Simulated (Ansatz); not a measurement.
## What Co → Ni does to AlCo

Consider AlCo in the CsCl type structure (space group Pm-3m, No. 221; a = 2.824 Å; weakly magnetic (sensitive to the mesh)).

The change: Ni takes the place of Co on all its sites; the structure is relaxed again.

Level of theory: r2SCAN (Ansatz, a quantum-chemistry and plane-wave program, PAW, no spin-orbit coupling). Settings: 16×16×16 k-points, 0.05 eV Fermi–Dirac smearing.

| quantity | base | changed | shift |
|---|---|---|---|
| density | 6.34 g/cm³ | 6.06 g/cm³ | -0.274 g/cm³ |
| lattice parameter a | 5.336 bohr | 5.411 bohr | +0.0742 bohr |
| space group | Pm-3m (No. 221) | Pm-3m (No. 221) | – |
| shortest interatomic distance | 4.621 bohr | 4.686 bohr | +0.0642 bohr |
| band gap | zero | zero | – |
| magnetic state | weakly magnetic (sensitive to the mesh) | non-magnetic | – |
| largest site moment | 0.13 μB | 0.00 μB | -0.13 μB |

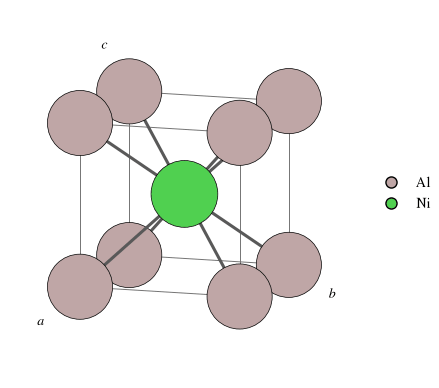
Figure. The relaxed conventional cell after the change

The magnetic state is the one reached from the starting moments; the real material's order can differ, and small cells can't hold many antiferromagnetic ones. No phonon test of stability was made. Starting moments died away, wholly or in part, for Co → Ni and the base; another magnetic solution may exist. Spin-polarised in the final run: base; the other runs are not.
